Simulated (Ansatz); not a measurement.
## Electronic structure of C3H7Zn (SMILES C[CH+][CH2][ZnH]) (charge +1) in real space

Input file:

```
crystal:
  periodic: [false, false, false]
  atoms:
    - symbol: C
      position_ang: [2.381310, 0.985028, 0.189383]
    - symbol: C
      position_ang: [1.016219, 0.827821, -0.351305]
    - symbol: C
      position_ang: [-0.117722, 1.485635, 0.088727]
    - symbol: Zn
      position_ang: [-0.628343, -0.136191, 1.369531]
    - symbol: H
      position_ang: [2.864458, 0.002601, 0.380514]
    - symbol: H
      position_ang: [2.442356, 1.635605, 1.081823]
    - symbol: H
      position_ang: [3.002028, 1.436740, -0.621213]
    - symbol: H
      position_ang: [0.905331, 0.134785, -1.210389]
    - symbol: H
      position_ang: [-0.029900, 2.303022, 0.832516]
    - symbol: H
      position_ang: [-1.036744, 1.464971, -0.529749]
    - symbol: H
      position_ang: [-1.169037, -1.157544, 2.364646]
basis:
  gaussian:
    orbitals: def2-TZVPD
total_charge: 1
output: {forces: true, orbitals: {seedname: orbitals}}
hamiltonian:
  xc: pbe0
```

Run with:

```sh
ansatz run input.yaml --threads 2 --pin off --max-ram 4350MiB --events-out events.jsonl --progress --plain --runs-dir runs
```

Geometry: PBE-D3(BJ)/def2-SVP.

These are results of isolated molecule in a Gaussian basis; Kohn-Sham density functional theory, functional PBE0 in Ansatz, not measurements.

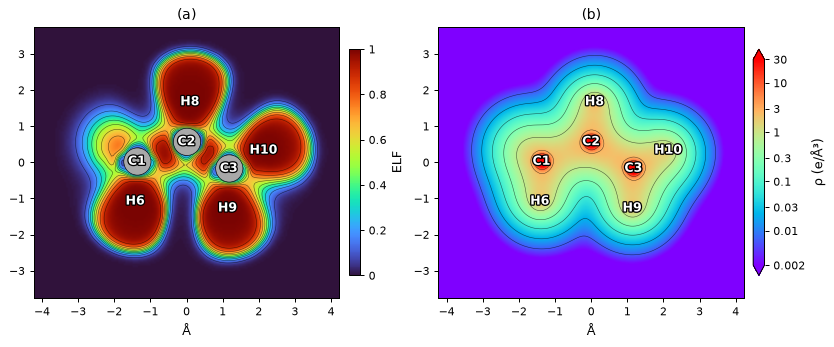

Figure 1. (a) ELF; (b) electron density on the plane of atoms C1, C2 and C3. Grey discs cover the atomic cores in the ELF map.

### Describe what can be read from this map.

The plane passes through C and H nuclei. C–C (1.38 Å): ρ is about 2.2 e/Å³ halfway; the ELF peaks at about 0.95 between the atoms (localised, covalent bonding). C–H (1.11 Å): the density is about 2 e/Å³ at the midpoint; the ELF climbs to about 1 towards the hydrogen, as it does in any bond to H (an ordinary covalent bond to hydrogen). C–C (1.48 Å): ρ at the midpoint is about 1.8 e/Å³; the ELF peaks at about 0.95 between the atoms: a shared electron pair.

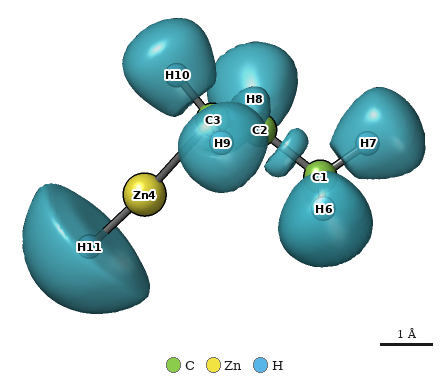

Figure 2. Isosurface of the ELF at 0.8 (cyan), seen at a tilt. Core shells and regions of very low density are left out.

### Where are the electrons localised?

The ELF exceeds this value in two regions between bonded C–C atoms (shared pairs) and seven regions around hydrogen nuclei. Along the contacts the grid gives the following. C–Zn (2.13 Å): the ELF peaks at about 0.75 in the valence shell of C, 0.7 Å from its nucleus, and is about 0.35 at the midpoint.

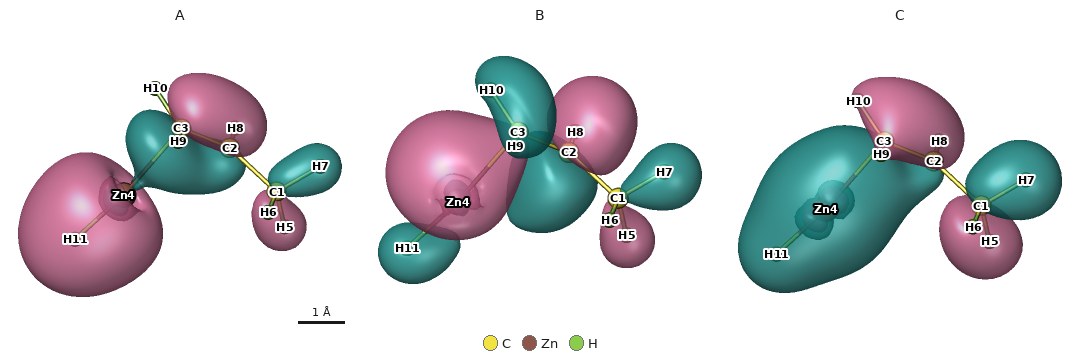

Figure 3. Three frontier orbitals at ±0.08 Å⁻³ᐟ² (teal and pink are the two phases), in no order.

### Order the three orbitals by energy and name them.

C is the HOMO−1 (−15.03 eV). It lies mainly on Zn4 (about 35 %), C3 (about 20 %), C1 (about 10 %), C2 (about 10 %), H11 (about 10 %) and H7 (about 5 %). A is the HOMO (−13.63 eV). It lies mainly on H11 (about 40 %), Zn4 (about 35 %), C3 (about 15 %) and C2 (about 10 %). B is the LUMO (−7.41 eV). It lies mainly on C2 (about 35 %), Zn4 (about 25 %), C3 (about 15 %) and C1 (about 5 %).

### What is the HOMO–LUMO gap?

6.22 eV between the orbital energies.

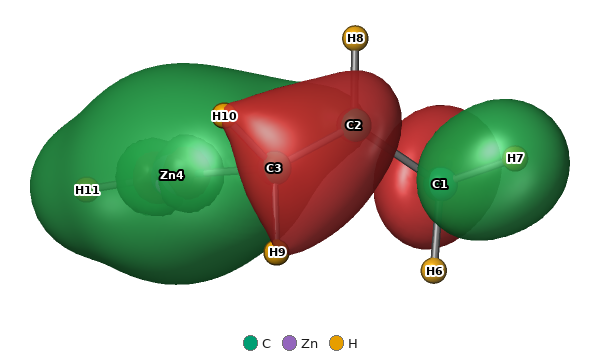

Figure 4. The HOMO−1 at ±0.1 Å⁻³ᐟ² (green and red are the two phases), seen from one side.

### Where does this orbital lie, and at what energy?

It lies mainly on Zn4 (about 35 %), C3 (about 20 %), C1 (about 10 %), C2 (about 10 %), H11 (about 10 %) and H7 (about 5 %). Its energy is −15.03 eV.
